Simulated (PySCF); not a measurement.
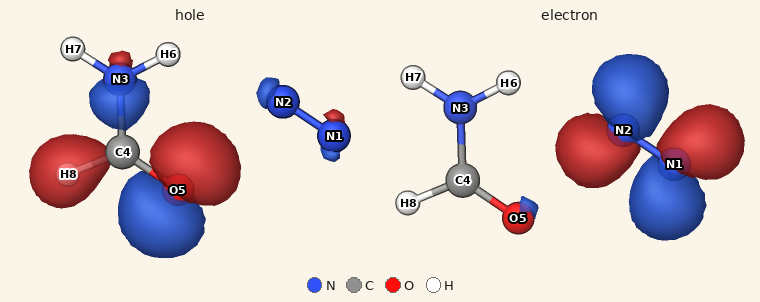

Figure. CH₃N₃O, SMILES `N#N.NC=O`. Leading natural transition orbital pair of S₃ (TDA singlet states); the surfaces enclose about 85 % of each orbital's density.

Computed with PySCF, B3LYP/def2-SVP, geometry: GFN2-xTB. The pair's geometry is semi-empirical, so its contact may be too short or too long. Without diffuse functions Rydberg states are missing, so the states' numbers hold for this basis only.

Geometry (Å), atoms numbered from 1:

```
N1      -2.4312    0.1096    0.0000
N2      -1.5263   -0.5143    0.0000
N3       1.4331   -0.9269    0.0000
C4       1.4483    0.4145    0.0000
O5       0.4632    1.1082    0.0000
H6       0.5327   -1.3839    0.0000
H7       2.2706   -1.4796    0.0000
H8       2.4720    0.8320    0.0000
```

**What kind of excitation is it, and where does it lie?**

5.95 eV (208 nm), f = 0.088, charge transfer, whose energy this functional puts too low; the leading pair carries 98 %; hole on O5 (68 %), C4 (12 %) and H8 (8 %), electron on N1 (48 %) and N2 (47 %); their centroids lie 2.8 Å apart; S₂ lies within 0.1 eV of it. In canonical orbitals it is mainly HOMO → LUMO+1 (98 %). The HOMO–LUMO gap is 6.62 eV.

The PySCF run took 35 s on 1 thread of Intel(R) Xeon(R) Platinum 8488C (Sapphire Rapids), with other jobs on the host, peak memory 0.5 GiB.
